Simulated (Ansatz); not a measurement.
**ZrO2 under a change: x(C) = 0.25, 12 atoms, P4_2/nmc**

Start from ZrO$_{2}$ in the fluorite structure (space group Fm-3m, No. 225; a = 5.089 Å).

The other end (x = 1) is ZrC2 in the fluorite structure (space group Fm-3m, No. 225; a hypothetical phase, not in the database extracts checked): 12.73 Å³/atom, gap zero; this end may not be an ambient phase.

Now apply this change: a fraction x = 0.25 of the O sites is given to C, ordered in a cell of 12 atoms (starting symmetry P4_2/nmc) and fully relaxed.

Level of theory: r2SCAN (Ansatz, a program for electronic structure, PAW, no spin-orbit coupling), earlier PAW set. Settings: 13×13×5 k-points, 0.05 eV Fermi–Dirac smearing, for the changed cell.

```csv
quantity,base,changed,shift
volume per atom,10.98 Å³,11.69 Å³,+0.702 Å³
density,6.21 g/cm³,5.74 g/cm³,-0.47 g/cm³
shortest interatomic distance,2.204 Å,2.113 Å,-0.091 Å
band gap,3.89 eV,zero,–
mixing energy (to 0.01 eV only: unlike meshes or grids) (against an end that may be hypothetical),–,+0.30 eV/atom,–
```

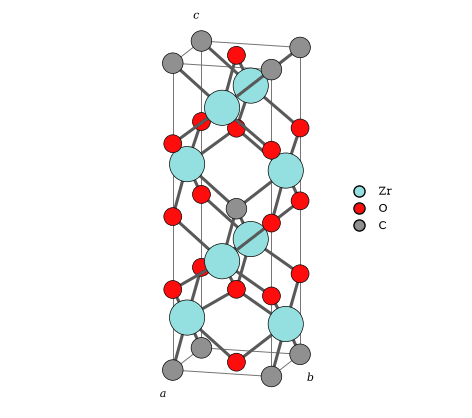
Figure: The relaxed conventional cell after the change

Cost of the whole job for the changed cell (relaxation, final SCF and bands): very roughly 9 core-minutes.

These are small ordered cells, not random alloys; other orderings at the same x differ. Stability against distortions was not tested. The final runs are not spin-polarised. This is not the structure that ZrO2 has at room temperature and ambient pressure.
